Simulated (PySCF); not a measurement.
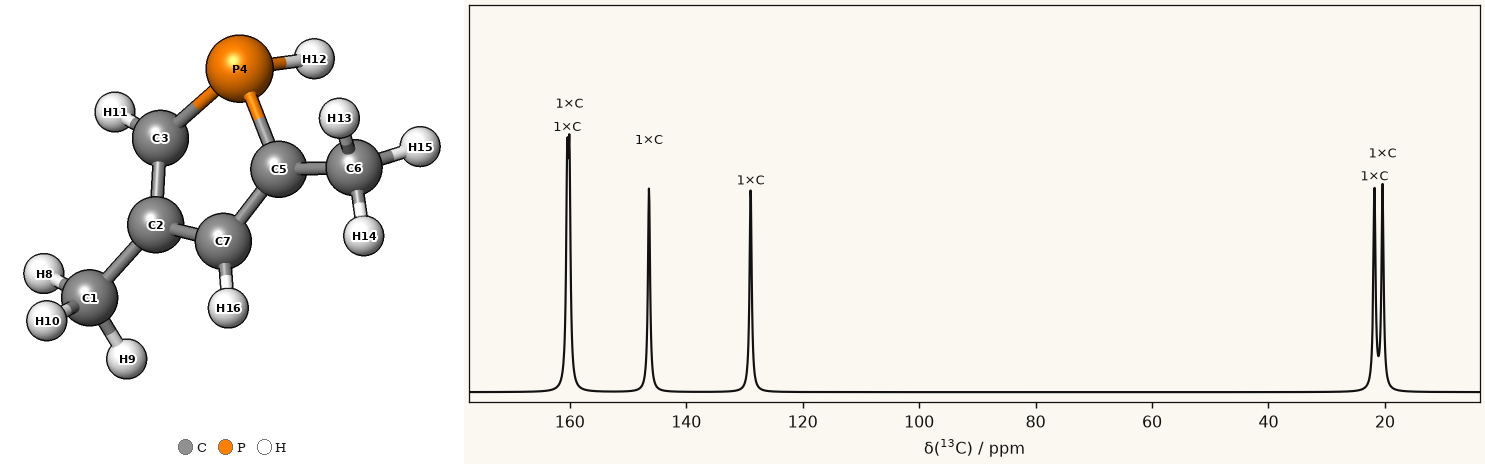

Spectrum and numbered structure of C₆H₉P, SMILES Cc1c[pH]c(C)c1. GIAO shifts, PBE0/pcSseg-1 (IEF-PCM dimethylsulfoxide) in PySCF, at a PBE0-D3(BJ)/def2-SVP geometry (no frequency check), against TMS for ¹³C computed at the same level. fully decoupled, line heights follow the number of nuclei, widths are arbitrary (no quadrupolar broadening); values of one conformer, averaged over methyl-type rotors and exact or near symmetry.

> Assign the ¹³C signals to the numbered atoms.

| δ (ppm) | nuclei | atoms |
| --- | --- | --- |
| 160.4 | 1 | C2 |
| 160.0 | 1 | C5 |
| 146.4 | 1 | C7 |
| 128.9 | 1 | C3 |
| 21.8 | 1 | C1 |
| 20.4 | 1 | C6 |

The order of signals that lie close, as those under 2 ppm apart, is within the error of the method.
